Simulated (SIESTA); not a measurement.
Band structure of LaGePd (C2/m, 6 atoms in the cell).

```
CELL_PARAMETERS angstrom
      5.27341    -2.28443     0.00000
      5.27341     2.28443     0.00000
     -5.27110     0.00000     5.57818
ATOMIC_POSITIONS crystal
  La 0.46648 0.46648 0.70601
  La 0.53352 0.53352 0.29399
  Ge 0.16075 0.16075 0.11074
  Ge 0.83925 0.83925 0.88926
  Pd 0.81438 0.81438 0.27811
  Pd 0.18562 0.18562 0.72189
```

Method: GGA PBEsol, numerical atomic orbitals DZP, PseudoDojo PBEsol standard norm-conserving potentials (rewritten from UPF to PSML) run with SIESTA 5.4.2.

Settings: XC.functional = GGA; XC.authors = PBEsol; potentials = PseudoDojo PBEsol standard; PAO.BasisSize = DZP; PAO.EnergyShift = 0.01 Ry; MeshCutoff = 300 Ry; kgrid.MonkhorstPack = 5 5 3; OccupationFunction = MP; OccupationMPOrder = 0; ElectronicTemperature = 1578.21 K; MaxSCFIterations = 150; SCF.Mixer.Method = Pulay; SCF.Mixer.Weight = 0.2; SCF.Mixer.History = 8.

The starting cell comes from a database of computed structures (which also holds hypothetical and non-ambient phases and stackings), without a prior relaxation at this level. Spin polarisation is off. Values carry the incompleteness of an atom-centred basis.

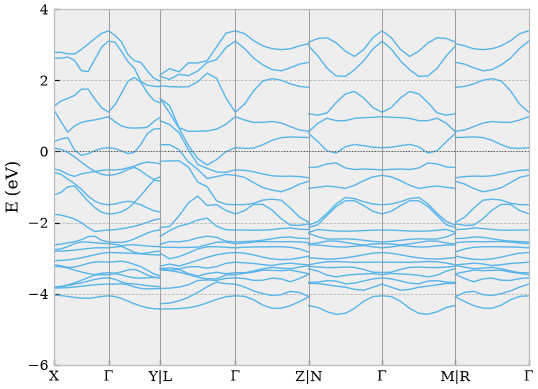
Figure. Bands along the path, energies from the Fermi level.

Levels in eV from the Fermi level, bands 40 to 45:
| point | 40 | 41 | 42 | 43 | 44 | 45 |
|---|---|---|---|---|---|---|
| X | -1.22 | -0.59 | -0.49 | 0.09 | 0.28 | 1.16 |
| Γ | -1.76 | -1.50 | -0.67 | -0.52 | 0.11 | 0.98 |
| Y | -1.71 | -0.83 | -0.72 | -0.35 | 0.64 | 0.96 |
| Z | -2.03 | -1.99 | -0.84 | -0.74 | 0.39 | 0.57 |
| M | -2.14 | -2.07 | -1.04 | -0.45 | 0.51 | 0.55 |

Bands cross the Fermi level along this path, so the cell is metallic at this level.

Higher empty bands are left out: an atom-centred basis made for the valence describes them poorly.
